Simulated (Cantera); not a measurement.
A closed system holds: 1 mol Si₃N₄, 2.1 mol N₂O, 61 mol H₂, held at 3.40 Pa.

Method: chemical equilibrium by Gibbs-energy minimisation in Cantera with the NASA 1993 tables (ideal gas, pure condensed phases). Candidate condensed phases: H₂O, Si, SiO₂, Si₂N₂O, Si₃N₄; 35 gas species. The tables' values for SiN are old estimates; treat these amounts as uncertain. Equilibrium is a limit: real reactors are often held back by kinetics, nucleation or transport.

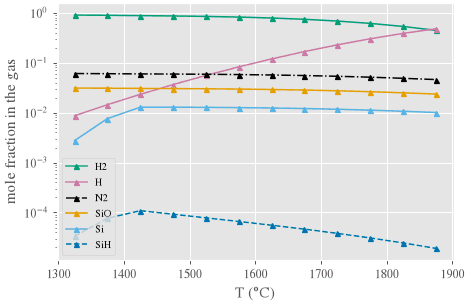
*Equilibrium gas composition (values under 1e-9 drawn at 1e-9)*

From 1325 °C to 1375 °C the condensed part is Si(s). From 1425 °C to 1875 °C nothing is condensed. The main Si-bearing gas is SiO throughout.
